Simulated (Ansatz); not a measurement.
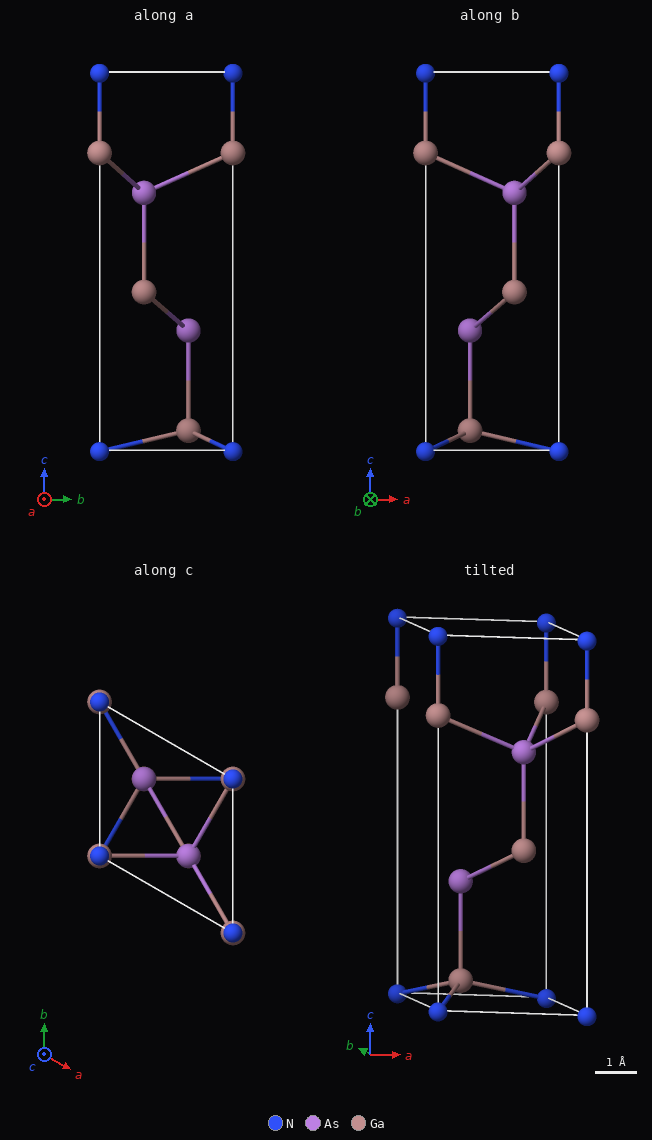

An orthographic ball-and-stick view of the structure, along the a axis, along the b axis, along the c axis and slightly off an axis. The lines enclose the conventional unit cell; boundary atoms appear with their images.

Lattice parameters: a = 3.7567 Å, b = 3.7567 Å, c = 9.2292 Å, α = 90.000°, β = 90.000°, γ = 120.000°.

Q: From the views, write a CIF with its space group and independent sites, with free fractional coordinates to two decimals.

A:
```cif
data_structure
_symmetry_space_group_name_H-M 'P 3 m 1'
_symmetry_Int_Tables_number 156
_cell_length_a 3.7567
_cell_length_b 3.7567
_cell_length_c 9.2292
_cell_angle_alpha 90.000
_cell_angle_beta 90.000
_cell_angle_gamma 120.000
_cell_volume 112.80
loop_
_atom_site_label
_atom_site_type_symbol
_atom_site_symmetry_multiplicity
_atom_site_Wyckoff_symbol
_atom_site_fract_x
_atom_site_fract_y
_atom_site_fract_z
_atom_site_occupancy
N1 N 1 a 0.00 0.00 0.00 1
As1 As 1 b 0.3333 0.6667 0.32 1
As2 As 1 c 0.6667 0.3333 0.68 1
Ga1 Ga 1 b 0.3333 0.6667 0.05 1
Ga2 Ga 1 c 0.6667 0.3333 0.42 1
Ga3 Ga 1 a 0.00 0.00 0.79 1
```

The model was built from a structure type filled with these elements by a generator (whether the compound takes this form wasn't checked). The picture shows the end point of a geometry optimisation with DFT, r2SCAN, plane waves, PAW (Ansatz).
